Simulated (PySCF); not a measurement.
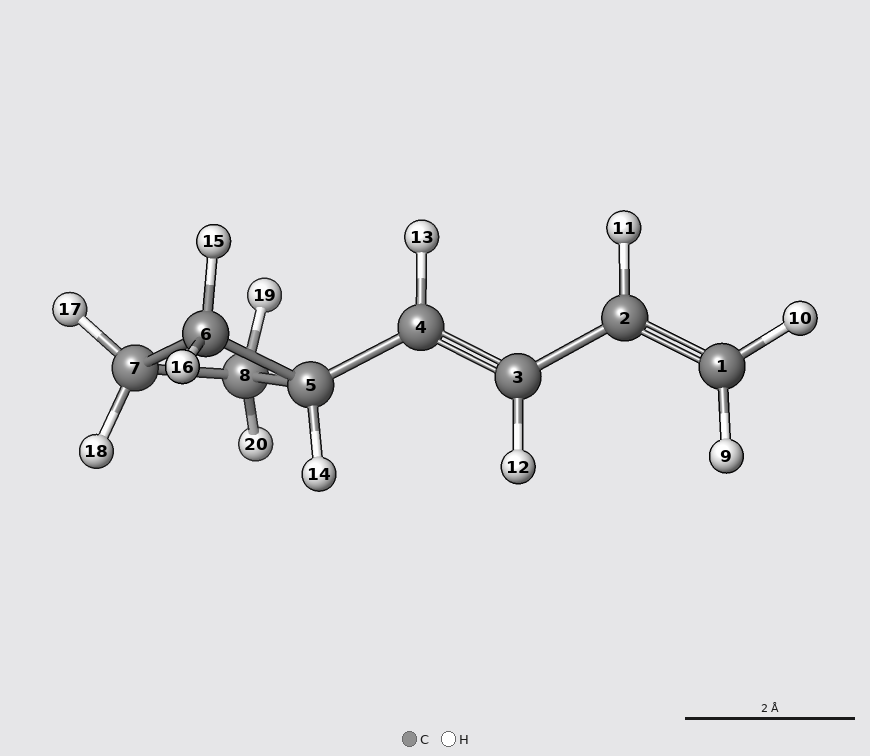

Atoms carry their numbers in the input. Computed geometry: PBE0-D3(BJ)/def2-SVP optimisation. No frequency run is at hand to confirm it as a minimum.

Give these bond angles: C2–C1–H9, C2–C3–H12, C3–C4–C5, C3–C4–H13, C4–C3–H12, C4–C5–C8, C4–C5–H14, C5–C8–C7, C6–C5–H14, C7–C6–H15, C7–C8–H20, C8–C7–H18.

```tsv
angle	degrees
C2–C1–H9	121.3
C2–C3–H12	116.8
C3–C4–C5	125.6
C3–C4–H13	118.4
C4–C3–H12	119.0
C4–C5–C8	119.1
C4–C5–H14	109.9
C5–C8–C7	88.8
C6–C5–H14	109.7
C7–C6–H15	111.5
C7–C8–H20	119.0
C8–C7–H18	111.6
```
